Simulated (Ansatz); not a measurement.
HfO2 (fluorite)

```xyz
3
Lattice="0.0000 2.5292 2.5292 2.5292 0.0000 2.5292 2.5292 2.5292 0.0000" Properties=species:S:1:pos:R:3 pbc="T T T"
Hf     0.0000     0.0000     0.0000
O      1.2646     1.2646     1.2646
O      3.7938     3.7938     3.7938
```

A phonon eigenvector at Γ is frozen into this cell: atom i moves by Q times the vector below, so Q is the largest atomic displacement, in Å. The cell is held. It is one choice among 3 degenerate patterns.

| atom | x | y | z |
|---|---|---|---|
| Hf1 | 0.000 | 0.000 | 0.179 |
| O2 | 0.000 | 0.000 | -1.000 |
| O3 | 0.000 | 0.000 | -1.000 |

Level of theory: r2SCAN (plane waves to 500 eV, PAW, scalar-relativistic; Ansatz, a quantum-chemistry and plane-wave program). k mesh 11×11×11 (Γ-centred), Fermi-Dirac smearing 0.05 eV. The energy includes the smearing's −TS. HfO2 is run without spin polarisation. HfO2 was relaxed with its symmetry unable to fall. Spin-orbit coupling is left out, though Hf is heavy. This is a high-temperature form of HfO2. The zero of ΔE is the undisplaced structure.

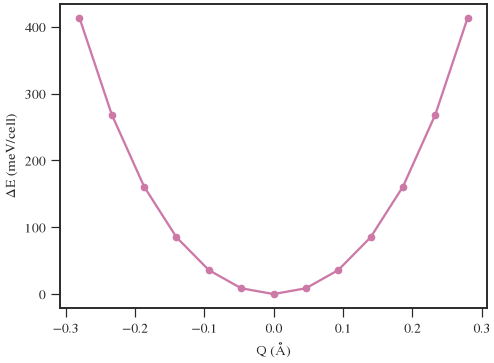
ΔE (meV/cell) against Q (Å); one marker a computed point.

**Question.** What is the energy change at Q = 0.280 Å?

**Answer.** About 410 meV/cell.

**Question.** What harmonic wavenumber does the curvature at Q = 0 give?

**Answer.** About 240 cm⁻¹.

(A displaced cell: forces are minus the slopes of the energy, force constants its curvatures, and phonons follow from these.)
